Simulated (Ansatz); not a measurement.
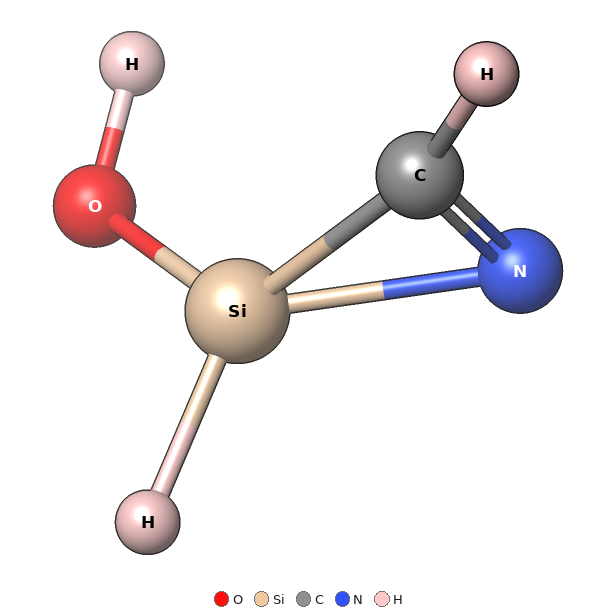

Atoms fade into the background with distance from the viewer. Computed geometry: PBE-D4/def2-SVP optimisation. No frequency run is at hand to confirm it as a minimum.

Which symmetry elements does this geometry have?

It has no symmetry element but the identity, so the point group is C1. The group has 1 operation. The geometry is chiral, and symmetry allows a dipole moment.
